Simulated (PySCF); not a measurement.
**Geometry relaxation of CH2AlNO (part 2 of 2)**

The same run, continued: CH2AlNO; HF/pcseg-0, RHF (PySCF 2.14.0). The atoms were displaced at random from an optimised geometry.

Geometry of the input (Å):
```
O  1.6894  -2.1601  1.0315
C  1.0547  -1.3333  0.6335
N  0.3693  -0.3322  0.2647
Al -0.7546  0.9719  -0.4322
H  -1.2344  0.7778  -1.8365
H  -0.9696  2.1656  0.4514
```

Output, continued
```
Geometry optimization cycle 11
Cartesian coordinates (Angstrom)
 Atom        New coordinates             dX        dY        dZ
   O   1.694745  -2.131851   1.052020   -0.000279  0.000003  0.000345
   C   1.017311  -1.261033   0.633137    0.000082  0.000044 -0.000036
   N   0.335727  -0.384801   0.211718    0.000402  0.000083 -0.000424
  Al  -0.682203   0.925832  -0.419826    0.000055 -0.000027 -0.000094
   H  -1.259085   0.780367  -1.867626   -0.000234  0.000109  0.000014
   H  -0.951606   2.161269   0.502928   -0.000025 -0.000212  0.000195
converged SCF energy = -409.499372348982
--------------- RHF_Scanner gradients ---------------
         x                y                z
0 O    -0.0000483467     0.0000656257    -0.0000268027
1 C     0.0000540229    -0.0000472499    -0.0000020585
2 N    -0.0000169310    -0.0000189995     0.0000442659
3 Al     0.0000054336    -0.0000115890    -0.0000353881
4 H     0.0000047570     0.0000026619     0.0000098160
5 H     0.0000010642     0.0000095507     0.0000101673
----------------------------------------------
cycle 11: E = -409.499372349  dE = -5.06689e-08  norm(grad) = 0.000129857
Step   10 : Displace = 3.458e-04/5.899e-04 (rms/max) Trust = 3.000e-01 (=) Grad = 5.301e-05/8.581e-05 (rms/max) E (change) = -409.4993723490 (-5.067e-08) Quality = 1.480
Hessian Eigenvalues: 4.89904e-02 4.99928e-02 5.00000e-02 ... 3.11518e-01 1.10285e+00 1.62801e+00

Geometry optimization cycle 12
Cartesian coordinates (Angstrom)
 Atom        New coordinates             dX        dY        dZ
   O   1.694424  -2.131936   1.052392   -0.000321 -0.000085  0.000373
   C   1.017414  -1.260976   0.633098    0.000103  0.000057 -0.000039
   N   0.336230  -0.384652   0.211225    0.000503  0.000148 -0.000494
  Al  -0.682131   0.925846  -0.419882    0.000072  0.000014 -0.000057
   H  -1.259344   0.780449  -1.867586   -0.000259  0.000082  0.000040
   H  -0.951704   2.161053   0.503104   -0.000097 -0.000217  0.000177
converged SCF energy = -409.499372382652
--------------- RHF_Scanner gradients ---------------
         x                y                z
0 O    -0.0000417810     0.0000526496    -0.0000248848
1 C     0.0000354103    -0.0000379320     0.0000146151
2 N     0.0000019161    -0.0000110327     0.0000132366
3 Al     0.0000038669    -0.0000114620    -0.0000126247
4 H     0.0000009840     0.0000015246     0.0000034270
5 H    -0.0000003963     0.0000062524     0.0000062308
----------------------------------------------
cycle 12: E = -409.499372383  dE = -3.36703e-08  norm(grad) = 9.35021e-05
Step   11 : Displace = 3.986e-04/7.186e-04 (rms/max) Trust = 3.000e-01 (=) Grad = 3.817e-05/7.167e-05 (rms/max) E (change) = -409.4993723827 (-3.367e-08) Quality = 1.225
Hessian Eigenvalues: 4.86426e-02 4.99775e-02 5.00000e-02 ... 3.10048e-01 1.09011e+00 1.49789e+00

Geometry optimization cycle 13
Cartesian coordinates (Angstrom)
 Atom        New coordinates             dX        dY        dZ
   O   1.694367  -2.131987   1.052467   -0.000057 -0.000051  0.000075
   C   1.017439  -1.260967   0.633086    0.000024  0.000009 -0.000012
   N   0.336351  -0.384610   0.211119    0.000121  0.000042 -0.000105
  Al  -0.682120   0.925871  -0.419876    0.000011  0.000024  0.000006
   H  -1.259396   0.780456  -1.867568   -0.000052  0.000006  0.000018
   H  -0.951750   2.161022   0.503123   -0.000047 -0.000030  0.000019
converged SCF energy = -409.499372386818
--------------- RHF_Scanner gradients ---------------
         x                y                z
0 O    -0.0000099315     0.0000108882    -0.0000058942
1 C     0.0000021378    -0.0000001458     0.0000018921
2 N     0.0000081603    -0.0000111476     0.0000044815
3 Al     0.0000004354    -0.0000018054    -0.0000014796
4 H    -0.0000002747     0.0000005717     0.0000001083
5 H    -0.0000005273     0.0000016389     0.0000008920
----------------------------------------------
cycle 13: E = -409.499372387  dE = -4.16549e-09  norm(grad) = 2.19284e-05
Step   12 : Displace = 8.829e-05/1.645e-04 (rms/max) Trust = 3.000e-01 (=) Grad = 8.952e-06/1.587e-05 (rms/max) E (change) = -409.4993723868 (-4.165e-09) Quality = 1.171
Hessian Eigenvalues: 4.90191e-02 4.98937e-02 5.00000e-02 ... 3.07481e-01 1.10419e+00 1.20434e+00

Geometry optimization cycle 14
Cartesian coordinates (Angstrom)
 Atom        New coordinates             dX        dY        dZ
   O   1.694387  -2.131987   1.052455    0.000020  0.000000 -0.000013
   C   1.017438  -1.260970   0.633081   -0.000000 -0.000002 -0.000005
   N   0.336338  -0.384608   0.211126   -0.000012  0.000002  0.000007
  Al  -0.682128   0.925875  -0.419868   -0.000008  0.000004  0.000008
   H  -1.259393   0.780449  -1.867564    0.000003 -0.000007  0.000004
   H  -0.951753   2.161025   0.503122   -0.000003  0.000003 -0.000001
converged SCF energy = -409.499372387053
--------------- RHF_Scanner gradients ---------------
         x                y                z
0 O    -0.0000040605     0.0000057935    -0.0000033462
1 C     0.0000088767    -0.0000116410     0.0000063566
2 N    -0.0000059154     0.0000069597    -0.0000035820
3 Al     0.0000012635    -0.0000015613     0.0000010352
4 H    -0.0000000791     0.0000001074    -0.0000003687
5 H    -0.0000000852     0.0000003418    -0.0000000949
----------------------------------------------
cycle 14: E = -409.499372387  dE = -2.35048e-10  norm(grad) = 2.04357e-05
Step   13 : Displace = 1.135e-05/1.583e-05 (rms/max) Trust = 3.000e-01 (=) Grad = 8.343e-06/1.596e-05 (rms/max) E (change) = -409.4993723871 (-2.350e-10) Quality = 0.999
Hessian Eigenvalues: 4.89194e-02 4.97133e-02 4.99992e-02 ... 3.10913e-01 7.36796e-01 1.77644e+00

Geometry optimization cycle 15
Cartesian coordinates (Angstrom)
 Atom        New coordinates             dX        dY        dZ
   O   1.694384  -2.131991   1.052463   -0.000003 -0.000004  0.000008
   C   1.017440  -1.260968   0.633077    0.000002  0.000002 -0.000004
   N   0.336349  -0.384605   0.211117    0.000010  0.000004 -0.000009
  Al  -0.682127   0.925879  -0.419869    0.000000  0.000004 -0.000001
   H  -1.259398   0.780449  -1.867562   -0.000006 -0.000000  0.000002
   H  -0.951757   2.161020   0.503125   -0.000004 -0.000005  0.000004
converged SCF energy = -409.4993723871
--------------- RHF_Scanner gradients ---------------
         x                y                z
0 O     0.0000027682    -0.0000034555     0.0000017047
1 C    -0.0000011404     0.0000011195    -0.0000005135
2 N    -0.0000017146     0.0000022520    -0.0000014155
3 Al     0.0000001754     0.0000005335     0.0000010611
4 H    -0.0000000664    -0.0000000159    -0.0000002128
5 H    -0.0000000221    -0.0000004336    -0.0000006241
----------------------------------------------
cycle 15: E = -409.499372387  dE = -4.71232e-11  norm(grad) = 6.11648e-06
```

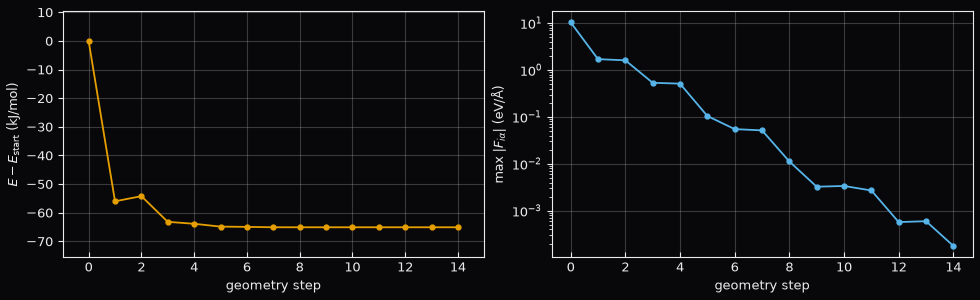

Fig. 1: Progress of the relaxation, step by step (steps are counted from 0).

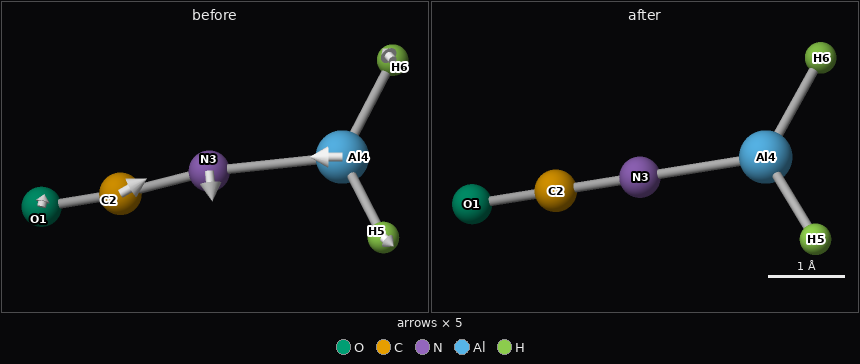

Fig. 2: Before (left) and after (right) the relaxation, at one scale (ball-and-stick view, seen at a tilt). The white arrows give the displacements, magnified 5 times. After 14 geometry steps the energy has fallen by 65.1 kJ/mol. The largest force component goes from 10 to 0.00018 eV/Å. The largest move after the best rigid fit is that of Al4, 0.087 Å. By element the largest moves are Al 0.087 Å, N 0.082 Å, C 0.081 Å, H 0.055 Å, O 0.035 Å. Among the contacts that change: N3–Al4 1.857 → 1.776 Å, C2–N3 1.268 → 1.187 Å, Al4–H5 1.497 → 1.565 Å, O1–C2 1.116 → 1.180 Å. Among the angles that change: C2–N3–Al4 172.1° → 180.0°, O1–C2–N3 175.0° → 180.0°, H5–Al4–H6 127.6° → 123.7°. (Atoms are counted from 1 in the order of the input.)

```
Step   14 : Displace = 8.294e-06/1.362e-05 (rms/max) Trust = 3.000e-01 (=) Grad = 2.497e-06/4.744e-06 (rms/max) E (change) = -409.4993723871 (-4.712e-11) Quality = 0.603
Hessian Eigenvalues: 4.89194e-02 4.97133e-02 4.99992e-02 ... 3.10913e-01 7.36796e-01 1.77644e+00
Converged! =D

converged: True
O           1.69438398       -2.13199097        1.05246295
C           1.01744018       -1.26096804        0.63307651
N           0.33634873       -0.38460467        0.21111734
Al         -0.68212736        0.92587871       -0.41986928
H          -1.25939832        0.78044871       -1.86756197
H          -0.95175721        2.16102026        0.50312545
converged SCF energy = -409.4993723871
total energy: -409.49937239 hartree
```

Trajectory as extended XYZ (Å, eV, eV/Å), 15 frames, from step=0 to step=14
```
6
Properties=species:S:1:pos:R:3:forces:R:3 step=0 energy=-11142.37120
O     1.6894   -2.1601    1.0315    3.8655  -5.3311   2.2583
C     1.0547   -1.3333    0.6335   -7.0909  10.4177  -3.8357
N     0.3693   -0.3322    0.2647    1.9787  -3.8369   0.8415
Al   -0.7546    0.9719   -0.4322    2.0392  -1.9602   1.1926
H    -1.2344    0.7778   -1.8365   -0.4857  -0.1221  -1.0125
H    -0.9696    2.1656    0.4514   -0.3068   0.8327   0.5558
6
Properties=species:S:1:pos:R:3:forces:R:3 step=1 energy=-11142.95162
O     1.6104   -2.1563    1.0087    1.0188  -1.7084   0.5905
C     1.0073   -1.2479    0.6127   -0.6319   1.4642  -0.2253
N     0.4069   -0.2960    0.2422   -0.0950   0.0961  -0.4257
Al   -0.5942    0.9864   -0.4505   -0.5532  -0.2937   0.3827
H    -1.2628    0.6719   -1.8295    0.1342   0.2174  -0.1546
H    -1.0128    2.1317    0.5288    0.1271   0.2244  -0.1675
6
Properties=species:S:1:pos:R:3:forces:R:3 step=2 energy=-11142.93294
O     1.6947   -2.1280    0.9950   -0.1313   0.1534  -0.0745
C     1.0062   -1.2365    0.6308    1.4212  -1.6128   0.7902
N     0.3267   -0.3541    0.2736   -1.1796   0.7703  -0.5284
Al   -0.7729    0.8535   -0.3724    0.3840   1.1088  -0.4449
H    -1.1993    0.7744   -1.8930   -0.1944  -0.1795   0.2792
H    -0.9005    2.1805    0.4784   -0.2998  -0.2403  -0.0216
6
Properties=species:S:1:pos:R:3:forces:R:3 step=3 energy=-11143.02591
O     1.6869   -2.1606    1.0399   -0.0604   0.0808  -0.0400
C     1.0301   -1.2614    0.6473   -0.1935   0.4037  -0.0723
N     0.3664   -0.3523    0.2530    0.0918  -0.5351  -0.1293
Al   -0.6909    0.9054   -0.4327    0.1338   0.2660   0.2401
H    -1.2822    0.8067   -1.8822    0.0693  -0.1632   0.0500
H    -0.9555    2.1519    0.4870   -0.0409  -0.0522  -0.0485
6
Properties=species:S:1:pos:R:3:forces:R:3 step=4 energy=-11143.03297
O     1.6653   -2.1698    1.0006    0.1056  -0.1566   0.0529
C     1.0179   -1.2613    0.6223   -0.2890   0.5131  -0.1295
N     0.3635   -0.3414    0.2424    0.1703  -0.2441   0.1288
Al   -0.6658    0.9592   -0.4019    0.0084  -0.2417   0.0464
H    -1.2218    0.7016   -1.8377   -0.0536   0.1277  -0.0896
H    -1.0042    2.2016    0.4867    0.0583   0.0016  -0.0090
6
Properties=species:S:1:pos:R:3:forces:R:3 step=5 energy=-11143.04321
O     1.6789   -2.1561    1.0228    0.0131  -0.0162   0.0070
C     1.0200   -1.2581    0.6330    0.0714  -0.0147   0.0663
N     0.3569   -0.3555    0.2411   -0.1049  -0.0025  -0.1030
Al   -0.6793    0.9297   -0.4130    0.0189   0.0444   0.0346
H    -1.2486    0.7551   -1.8606    0.0004  -0.0072  -0.0051
H    -0.9731    2.1747    0.4890    0.0011  -0.0038   0.0002
6
Properties=species:S:1:pos:R:3:forces:R:3 step=6 energy=-11143.04419
O     1.6833   -2.1514    1.0288   -0.0142   0.0220  -0.0077
C     1.0195   -1.2590    0.6332    0.0399   0.0049   0.0406
N     0.3514   -0.3619    0.2350   -0.0391  -0.0550  -0.0523
Al   -0.6805    0.9291   -0.4139    0.0128   0.0332   0.0130
H    -1.2504    0.7604   -1.8625    0.0010  -0.0039   0.0033
H    -0.9684    2.1726    0.4916   -0.0004  -0.0013   0.0031
6
Properties=species:S:1:pos:R:3:forces:R:3 step=7 energy=-11143.04555
O     1.6949   -2.1332    1.0499   -0.0261   0.0358  -0.0140
C     1.0171   -1.2608    0.6334    0.0346  -0.0518   0.0218
N     0.3354   -0.3841    0.2138   -0.0034   0.0163  -0.0080
Al   -0.6813    0.9268   -0.4191   -0.0114  -0.0107  -0.0125
H    -1.2584    0.7788   -1.8673    0.0048   0.0025   0.0065
H    -0.9529    2.1622    0.5017    0.0016   0.0078   0.0061
6
Properties=species:S:1:pos:R:3:forces:R:3 step=8 energy=-11143.04558
O     1.6953   -2.1322    1.0511   -0.0088   0.0112  -0.0050
C     1.0172   -1.2611    0.6333    0.0023  -0.0061   0.0042
N     0.3350   -0.3848    0.2127    0.0071  -0.0034  -0.0005
Al   -0.6823    0.9260   -0.4195   -0.0008  -0.0032  -0.0015
H    -1.2585    0.7800   -1.8676    0.0003   0.0004   0.0014
H    -0.9518    2.1619    0.5023   -0.0001   0.0011   0.0014
6
Properties=species:S:1:pos:R:3:forces:R:3 step=9 energy=-11143.04559
O     1.6950   -2.1319    1.0517    0.0001  -0.0004  -0.0001
C     1.0172   -1.2611    0.6332   -0.0023   0.0011   0.0013
N     0.3353   -0.3849    0.2121    0.0033  -0.0006  -0.0023
Al   -0.6823    0.9259   -0.4197   -0.0006   0.0001   0.0017
H    -1.2589    0.7803   -1.8676   -0.0003  -0.0001  -0.0004
H    -0.9516    2.1615    0.5027   -0.0001  -0.0002  -0.0002
6
Properties=species:S:1:pos:R:3:forces:R:3 step=10 energy=-11143.04559
O     1.6947   -2.1319    1.0520    0.0025  -0.0034   0.0014
C     1.0173   -1.2610    0.6331   -0.0028   0.0024   0.0001
N     0.3357   -0.3848    0.2117    0.0009   0.0010  -0.0023
Al   -0.6822    0.9258   -0.4198   -0.0003   0.0006   0.0018
H    -1.2591    0.7804   -1.8676   -0.0002  -0.0001  -0.0005
H    -0.9516    2.1613    0.5029   -0.0001  -0.0005  -0.0005
6
Properties=species:S:1:pos:R:3:forces:R:3 step=11 energy=-11143.04559
O     1.6944   -2.1319    1.0524    0.0021  -0.0027   0.0013
C     1.0174   -1.2610    0.6331   -0.0018   0.0020  -0.0008
N     0.3362   -0.3847    0.2112   -0.0001   0.0006  -0.0007
Al   -0.6821    0.9258   -0.4199   -0.0002   0.0006   0.0006
H    -1.2593    0.7804   -1.8676   -0.0001  -0.0001  -0.0002
H    -0.9517    2.1611    0.5031    0.0000  -0.0003  -0.0003
6
Properties=species:S:1:pos:R:3:forces:R:3 step=12 energy=-11143.04559
O     1.6944   -2.1320    1.0525    0.0005  -0.0006   0.0003
C     1.0174   -1.2610    0.6331   -0.0001   0.0000  -0.0001
N     0.3364   -0.3846    0.2111   -0.0004   0.0006  -0.0002
Al   -0.6821    0.9259   -0.4199    0.0000   0.0001   0.0001
H    -1.2594    0.7805   -1.8676    0.0000   0.0000   0.0000
H    -0.9517    2.1610    0.5031    0.0000  -0.0001   0.0000
6
Properties=species:S:1:pos:R:3:forces:R:3 step=13 energy=-11143.04559
O     1.6944   -2.1320    1.0525    0.0002  -0.0003   0.0002
C     1.0174   -1.2610    0.6331   -0.0005   0.0006  -0.0003
N     0.3363   -0.3846    0.2111    0.0003  -0.0004   0.0002
Al   -0.6821    0.9259   -0.4199   -0.0001   0.0001  -0.0001
H    -1.2594    0.7804   -1.8676    0.0000   0.0000   0.0000
H    -0.9518    2.1610    0.5031    0.0000   0.0000   0.0000
6
Properties=species:S:1:pos:R:3:forces:R:3 step=14 energy=-11143.04559
O     1.6944   -2.1320    1.0525   -0.0001   0.0002  -0.0001
C     1.0174   -1.2610    0.6331    0.0001  -0.0001   0.0000
N     0.3363   -0.3846    0.2111    0.0001  -0.0001   0.0001
Al   -0.6821    0.9259   -0.4199    0.0000   0.0000  -0.0001
H    -1.2594    0.7804   -1.8676    0.0000   0.0000   0.0000
H    -0.9518    2.1610    0.5031    0.0000   0.0000   0.0000
```

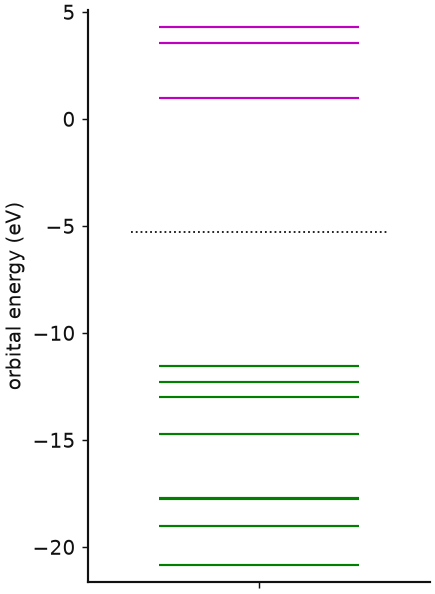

Fig. 3: Orbital energies near the frontier; the dotted line parts filled from empty levels, and levels within 0.02 eV of each other stand side by side. Highest filled −11.53 eV, lowest empty 0.98 eV, 12.51 eV apart.

Summary

- outcome: converged
- total energy: −409.499372 hartree
- basis functions: 44
- HOMO: −11.53 eV
- LUMO: 0.98 eV
- dipole moment: 2.62 D
- hardware: 1 thread of Arm Neoverse V2, 24 GiB of memory available, shared host
- wall time: 6.6 s
- peak memory: 0.14 GiB
